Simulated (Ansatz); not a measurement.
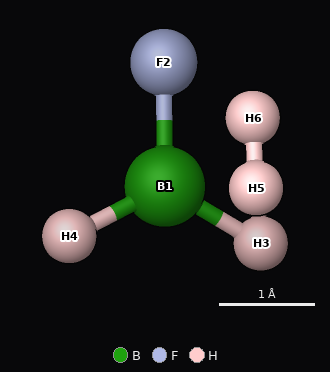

Fig. 1: The starting structure (ball-and-stick view, seen at an oblique angle; atoms are numbered from 1 in the order of the input).

**Nudged elastic band, with input and output: BH₄F**

BH₄F, computed with RKS PBE0-D4/def2-SVP (Ansatz 0.2.0).

It belongs to a series of runs on one base structure; here: band between the two ends. Figures and captions count atoms from 1; the log counts them from 0 in places.

**Input file**
```yaml
crystal:
  periodic: [false, false, false]
  atoms:
    - { symbol: B, position_ang: [-0.009278, 0.4495, 0.025283] }
    - { symbol: F, position_ang: [-0.019343, 0.904121, 1.261896] }
    - { symbol: H, position_ang: [1.063561, 0.296143, -0.510912] }
    - { symbol: H, position_ang: [-1.074023, 0.229753, -0.503896] }
    - { symbol: H, position_ang: [0.079743, -2.371733, 0.65506] }
    - { symbol: H, position_ang: [0.070741, -2.033683, 1.336769] }
basis:
  gaussian: { orbitals: def2-SVP }
hamiltonian:
  xc: pbe0
  dispersion: d4
neb:
  order_check: false
  images: 5
  f_tol: 0.05
  max_iterations: 60
  optimiser: lbfgs
  climbing: true
  final_atoms:
    - { symbol: B, position_ang: [0.01423265, -0.35144362, -0.2159031] }
    - { symbol: F, position_ang: [0.01025253, -0.04661472, 1.65677945] }
    - { symbol: H, position_ang: [1.0396289, 0.2183552, -0.50208387] }
    - { symbol: H, position_ang: [-1.0450843, 0.1555273, -0.49661954] }
    - { symbol: H, position_ang: [0.05106747, -1.56238738, -0.09040812] }
    - { symbol: H, position_ang: [0.04130375, -0.93933578, 1.91243517] }
  initial_path:
    images:
      - { positions_ang: [[-0.009278, 0.4495, 0.025283], [-0.019343, 0.904121, 1.261896], [1.063561, 0.296143, -0.510912], [-1.074023, 0.229753, -0.503896], [0.079743, -2.371733, 0.65506], [0.070741, -2.033683, 1.336769]] }
      - { positions_ang: [[-0.00645398, 0.30224941, 0.01981128], [-0.01323117, 0.59370871, 1.40076529], [1.05229526, 0.20484586, -0.5358862], [-1.05975933, 0.15919804, -0.53132079], [0.07459368, -2.05256302, 0.58640186], [0.06395653, -1.73333801, 1.32442855]] }
      - { positions_ang: [[-0.00362995, 0.15499881, 0.01433956], [-0.00711934, 0.28329642, 1.53963458], [1.04102952, 0.11354873, -0.56086039], [-1.04549566, 0.08864308, -0.55874558], [0.06944436, -1.73339303, 0.51774372], [0.05717207, -1.43299301, 1.31208811]] }
      - { positions_ang: [[-0.00080593, 0.00774822, 0.00886784], [-0.00100751, -0.02711586, 1.67850387], [1.02976378, 0.02225159, -0.58583459], [-1.03123199, 0.01808812, -0.58617037], [0.06429504, -1.41422305, 0.44908558], [0.0503876, -1.13264802, 1.29974766]] }
      - { positions_ang: [[0.00420693, -0.11198239, -0.0660558], [0.00274583, -0.03361548, 1.67126239], [1.03305216, 0.08761946, -0.55791768], [-1.03584942, 0.06390118, -0.55632009], [0.05988585, -1.46361116, 0.26925435], [0.04735965, -1.0682106, 1.50397683]] }
      - { positions_ang: [[0.00921979, -0.231713, -0.14097945], [0.00649918, -0.0401151, 1.66402092], [1.03634053, 0.15298733, -0.53000077], [-1.04046686, 0.10971424, -0.52646982], [0.05547666, -1.51299927, 0.08942312], [0.0443317, -1.00377319, 1.708206]] }
      - { positions_ang: [[0.01423265, -0.35144362, -0.2159031], [0.01025253, -0.04661472, 1.65677945], [1.0396289, 0.2183552, -0.50208387], [-1.0450843, 0.1555273, -0.49661954], [0.05106747, -1.56238738, -0.09040812], [0.04130375, -0.93933578, 1.91243517]] }
```

Machine: 1 thread of AMD EPYC (Zen 3), 32 GiB of memory available, shared host.

Run as:
```bash
ansatz run input.yaml --threads 1 --pin off --max-ram 2048MiB --backend cpu --events-out ev --progress --plain --runs-dir out
```

**Output**
```
Engine: ansatz 0.2.0, x86_64-unknown-linux-gnu
Functional definition: PBE0
  parameter a = 0.25
  parameter kappa = 0.804
  parameter beta = 0.06672455060314922
  exchange = (1 - a)*pbe_x(kappa = kappa, mu = beta*pi^2/3) + a*exact_x
  correlation = pbe_c(beta = beta)
519 factors; integrals over basis functions are off by at most 4.2e-4 eV
mean field evaluation 1: about -3451.1385 eV, gradient 2.0e1 eV
mean field evaluation 2: about -3450.7855 eV, gradient 2.7e1 eV
mean field evaluation 4: about -3451.8562 eV, gradient 4.2e-1 eV
mean field evaluation 8: about -3451.8550 eV, gradient 3.7e-3 eV
mean field -3451.85500569 eV, -126.8533317078 hartree, gradient 6.1e-5 eV, S^2 0.000000; 0 other end points of the search recorded, 0 dependent functions left out
the calculation of the forces begins
reference -3451.85502666 eV, -126.8533324784 hartree; 9, 9 occupied and 39, 39 virtual orbitals, 519 factors
521 factors; integrals over basis functions are off by at most 1.4e-3 eV
mean field evaluation 16: about -3450.6729 eV, gradient 5.4e-1 eV
mean field -3450.67473314 eV, -126.8099574917 hartree, gradient 1.6e-5 eV, S^2 0.000000; 0 other end points of the search recorded, 0 dependent functions left out
[... from here on the field's lines of each further geometry are left out, up to the last ...]
NEB iter   1: max|band force component| = 4.310e0 eV/Å  barrier→ = 2.5570 eV  barrier← = 1.3779 eV  Δτ_max = 0.0637 Å  (140 SCF iters)
NEB iter   2: max|band force component| = 2.764e0 eV/Å  barrier→ = 2.1277 eV  barrier← = 0.9486 eV  Δτ_max = 0.1142 Å  (119 SCF iters)
NEB iter   3: max|band force component| = 2.881e0 eV/Å  barrier→ = 1.5523 eV  barrier← = 0.3732 eV  Δτ_max = 0.0417 Å  (117 SCF iters)
NEB iter   4: max|band force component| = 9.688e-1 eV/Å  barrier→ = 1.5091 eV  barrier← = 0.3300 eV  Δτ_max = 0.0276 Å  (108 SCF iters)
NEB iter   5: max|band force component| = 1.007e0 eV/Å  barrier→ = 1.4797 eV  barrier← = 0.3006 eV  Δτ_max = 0.0146 Å  (106 SCF iters)
NEB iter   6: max|band force component| = 8.224e-1 eV/Å  barrier→ = 1.4670 eV  barrier← = 0.2880 eV  Δτ_max = 0.0613 Å  (107 SCF iters)
NEB iter   7: max|band force component| = 9.274e-1 eV/Å  barrier→ = 1.4384 eV  barrier← = 0.2593 eV  Δτ_max = 0.0154 Å  (110 SCF iters)
NEB iter   8: max|band force component| = 6.208e-1 eV/Å  barrier→ = 1.4365 eV  barrier← = 0.2574 eV  CI = image 4  Δτ_max = 0.0089 Å  (107 SCF iters)
NEB iter   9: max|band force component| = 6.126e-1 eV/Å  barrier→ = 1.4420 eV  barrier← = 0.2630 eV  CI = image 4  Δτ_max = 0.2000 Å  (99 SCF iters)
NEB iter  10: max|band force component| = 1.373e0 eV/Å  barrier→ = 1.5462 eV  barrier← = 0.3671 eV  CI = image 4  Δτ_max = 0.0216 Å  (118 SCF iters)
NEB iter  11: max|band force component| = 8.633e-1 eV/Å  barrier→ = 1.5036 eV  barrier← = 0.3245 eV  CI = image 4  Δτ_max = 0.0672 Å  (107 SCF iters)
NEB iter  12: max|band force component| = 8.823e-1 eV/Å  barrier→ = 1.4587 eV  barrier← = 0.2796 eV  CI = image 4  Δτ_max = 0.0141 Å  (109 SCF iters)
NEB iter  13: max|band force component| = 6.881e-1 eV/Å  barrier→ = 1.4698 eV  barrier← = 0.2907 eV  CI = image 4  Δτ_max = 0.0611 Å  (101 SCF iters)
NEB iter  14: max|band force component| = 2.976e-1 eV/Å  barrier→ = 1.5008 eV  barrier← = 0.3217 eV  CI = image 4  Δτ_max = 0.0197 Å  (111 SCF iters)
NEB iter  15: max|band force component| = 6.498e-1 eV/Å  barrier→ = 1.4954 eV  barrier← = 0.3163 eV  CI = image 4  Δτ_max = 0.0100 Å  (108 SCF iters)
NEB iter  16: max|band force component| = 1.932e-1 eV/Å  barrier→ = 1.4950 eV  barrier← = 0.3159 eV  CI = image 4  Δτ_max = 0.0031 Å  (107 SCF iters)
NEB iter  17: max|band force component| = 1.650e-1 eV/Å  barrier→ = 1.4947 eV  barrier← = 0.3156 eV  CI = image 4  Δτ_max = 0.0159 Å  (93 SCF iters)
NEB iter  18: max|band force component| = 1.361e-1 eV/Å  barrier→ = 1.4950 eV  barrier← = 0.3159 eV  CI = image 4  Δτ_max = 0.0066 Å  (108 SCF iters)
NEB iter  19: max|band force component| = 2.407e-1 eV/Å  barrier→ = 1.4951 eV  barrier← = 0.3161 eV  CI = image 4  Δτ_max = 0.0035 Å  (103 SCF iters)
NEB iter  20: max|band force component| = 8.665e-2 eV/Å  barrier→ = 1.4951 eV  barrier← = 0.3160 eV  CI = image 4  Δτ_max = 0.0009 Å  (99 SCF iters)
NEB iter  21: max|band force component| = 7.714e-2 eV/Å  barrier→ = 1.4950 eV  barrier← = 0.3159 eV  CI = image 4  Δτ_max = 0.0095 Å  (81 SCF iters)
NEB iter  22: max|band force component| = 7.621e-2 eV/Å  barrier→ = 1.4949 eV  barrier← = 0.3158 eV  CI = image 4  Δτ_max = 0.0080 Å  (104 SCF iters)
NEB iter  23: max|band force component| = 1.090e-1 eV/Å  barrier→ = 1.4950 eV  barrier← = 0.3159 eV  CI = image 4  Δτ_max = 0.0016 Å  (94 SCF iters)
NEB iter  24: max|band force component| = 5.971e-2 eV/Å  barrier→ = 1.4950 eV  barrier← = 0.3159 eV  CI = image 4  Δτ_max = 0.0013 Å  (85 SCF iters)
NEB iter  25: max|band force component| = 5.867e-2 eV/Å  barrier→ = 1.4949 eV  barrier← = 0.3159 eV  CI = image 4  Δτ_max = 0.0101 Å  (81 SCF iters)
NEB iter  26: max|band force component| = 6.127e-2 eV/Å  barrier→ = 1.4949 eV  barrier← = 0.3158 eV  CI = image 4  Δτ_max = 0.0009 Å  (100 SCF iters)
NEB iter  27: max|band force component| = 5.422e-2 eV/Å  barrier→ = 1.4949 eV  barrier← = 0.3158 eV  CI = image 4  Δτ_max = 0.0015 Å  (81 SCF iters)
NEB iter  28: max|band force component| = 5.339e-2 eV/Å  barrier→ = 1.4949 eV  barrier← = 0.3158 eV  CI = image 4  Δτ_max = 0.0071 Å  (81 SCF iters)
NEB iter  29: max|band force component| = 7.298e-2 eV/Å  barrier→ = 1.4949 eV  barrier← = 0.3158 eV  CI = image 4  Δτ_max = 0.0011 Å  (91 SCF iters)
the calculation of the forces begins
reference -3450.60205937 eV, -126.8072867799 hartree; 9, 9 occupied and 39, 39 virtual orbitals, 521 factors
519 factors; integrals over basis functions are off by at most 1.8e-3 eV
mean field -3450.35850249 eV, -126.7983362294 hartree, gradient 1.9e-5 eV, S^2 0.000000; 1 other end points of the search recorded, 0 dependent functions left out
the calculation of the forces begins
reference -3450.35852164 eV, -126.7983369331 hartree; 9, 9 occupied and 39, 39 virtual orbitals, 519 factors
NEB iter  30: max|band force component| = 3.862e-2 eV/Å  barrier→ = 1.4949 eV  barrier← = 0.3158 eV  CI = image 4  Δτ_max = 0.0000 Å  (189 SCF iters)
```

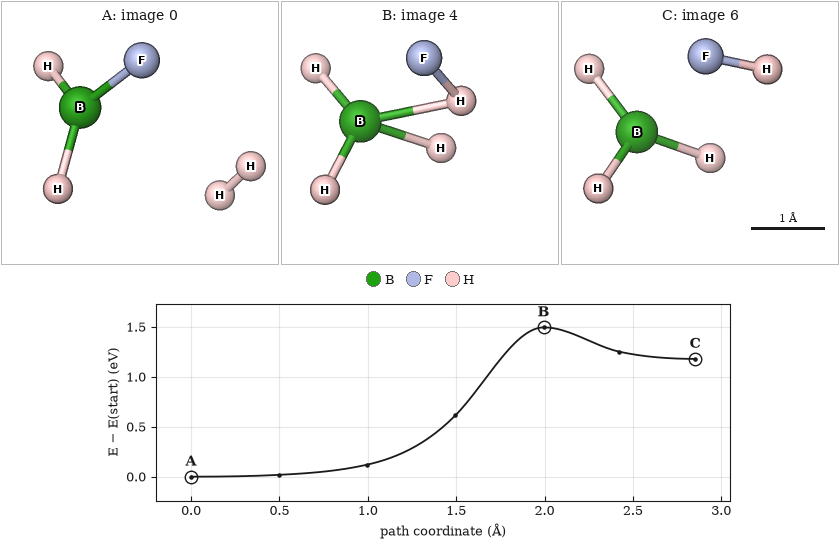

Fig. 2: Images of the last band (counted from 0; ball-and-stick, seen at a tilt) above the energy along the path; the line is a cubic interpolation that uses the forces. The highest image is number 4, 1.495 eV above the start and 0.316 eV above the end (the climbing image); the end lies 1.179 eV above the start. The path is 2.85 Å long. The band converged in 30 iterations.

```
Total energy: -3450.39129385 eV, -126.7995412897 hartree
Atom 0 at     0.012818    -0.231728     0.023088 Å, force    -0.000064     0.003175     0.007590 eV/Å
Atom 1 at     0.009606     0.061305     1.622528 Å, force     0.000032    -0.001520    -0.001234 eV/Å
Atom 2 at     1.062139     0.111131    -0.453229 Å, force    -0.002284    -0.000283    -0.000358 eV/Å
Atom 3 at    -1.055076     0.057312    -0.447618 Å, force     0.002296    -0.000168    -0.000374 eV/Å
Atom 4 at     0.046222    -1.518754     0.282373 Å, force     0.000060    -0.001415     0.011851 eV/Å
Atom 5 at     0.035691    -1.005165     1.237059 Å, force    -0.000040     0.000210    -0.017475 eV/Å
Dipole moment:     0.007117    -0.272147     0.075250 e Å
this run last wrote the band of iteration 30 to [file]
```

**The last band as extended XYZ (Å, eV, eV/Å)**
```
6
Properties=species:S:1:pos:R:3:forces:R:3 image=0 energy=-3451.88617
B    -0.0093    0.4495    0.0253   -0.0001   0.0023   0.0010
F    -0.0193    0.9041    1.2619    0.0000  -0.0008  -0.0020
H     1.0636    0.2961   -0.5109   -0.0004  -0.0007  -0.0004
H    -1.0740    0.2298   -0.5039    0.0005  -0.0005  -0.0004
H     0.0797   -2.3717    0.6551   -0.0002   0.0058  -0.0019
H     0.0707   -2.0337    1.3368    0.0002  -0.0060   0.0037
6
Properties=species:S:1:pos:R:3:forces:R:3 image=1 energy=-3451.86784
B    -0.0056    0.3061    0.0751   -0.0005   0.0336   0.0005
F    -0.0152    0.7554    1.3169   -0.0013   0.0615  -0.0210
H     1.0647    0.1662   -0.4699    0.0021   0.0084   0.0064
H    -1.0693    0.1111   -0.4661   -0.0015   0.0038   0.0077
H     0.0744   -2.0822    0.5546    0.0005  -0.0450  -0.0005
H     0.0625   -1.7825    1.2537    0.0008  -0.0623   0.0070
6
Properties=species:S:1:pos:R:3:forces:R:3 image=2 energy=-3451.76581
B     0.0014    0.1461    0.1515   -0.0052   0.1842  -0.0013
F    -0.0097    0.6245    1.3954   -0.0058   0.2039  -0.0795
H     1.0641    0.0546   -0.4199    0.0092   0.0280   0.0272
H    -1.0568   -0.0060   -0.4153   -0.0104   0.0264   0.0277
H     0.0617   -1.8001    0.4168    0.0052  -0.1705   0.0076
H     0.0508   -1.5451    1.1357    0.0071  -0.2720   0.0182
6
Properties=species:S:1:pos:R:3:forces:R:3 image=3 energy=-3451.27263
B     0.0087   -0.0520    0.1725   -0.0177   0.7293   0.5924
F     0.0011    0.3379    1.5179   -0.0253   0.9568  -0.3602
H     1.0547    0.0551   -0.4341   -0.0323  -0.1359   0.1221
H    -1.0437    0.0011   -0.4302    0.0397  -0.1341   0.1219
H     0.0490   -1.6051    0.3572    0.0086  -0.3222   0.1711
H     0.0415   -1.2629    1.0809    0.0270  -1.0939  -0.6474
6
Properties=species:S:1:pos:R:3:forces:R:3 image=4 energy=-3450.39127
B     0.0128   -0.2317    0.0231   -0.0001   0.0032   0.0076
F     0.0096    0.0613    1.6225    0.0000  -0.0015  -0.0012
H     1.0621    0.1111   -0.4532   -0.0023  -0.0003  -0.0004
H    -1.0551    0.0573   -0.4476    0.0023  -0.0002  -0.0004
H     0.0462   -1.5188    0.2824    0.0001  -0.0014   0.0119
H     0.0357   -1.0052    1.2371    0.0000   0.0002  -0.0175
6
Properties=species:S:1:pos:R:3:forces:R:3 image=5 energy=-3450.63493
B     0.0142   -0.3224   -0.1361    0.0021  -0.0900  -0.1490
F     0.0110   -0.0124    1.6883    0.0024  -0.0785   0.0481
H     1.0541    0.1755   -0.4804   -0.0036   0.0471  -0.0299
H    -1.0537    0.1167   -0.4743    0.0008   0.0471  -0.0297
H     0.0487   -1.5313    0.1117    0.0000  -0.0113  -0.1395
H     0.0371   -0.9521    1.5550   -0.0017   0.0857   0.3001
6
Properties=species:S:1:pos:R:3:forces:R:3 image=6 energy=-3450.70709
B     0.0142   -0.3514   -0.2159    0.0002  -0.0036   0.0013
F     0.0103   -0.0466    1.6568   -0.0003   0.0094  -0.0029
H     1.0396    0.2184   -0.5021   -0.0011  -0.0022  -0.0001
H    -1.0451    0.1555   -0.4966    0.0013  -0.0022   0.0003
H     0.0511   -1.5624   -0.0904   -0.0002   0.0066  -0.0067
H     0.0413   -0.9393    1.9124    0.0001  -0.0081   0.0082
```

**Summary**

```csv
quantity,value
outcome,converged
"barrier, forward",1.495 eV
"barrier, backward",0.316 eV
wall time,94 s
peak memory,0.1 GiB
```

The order of the saddle point was not checked.
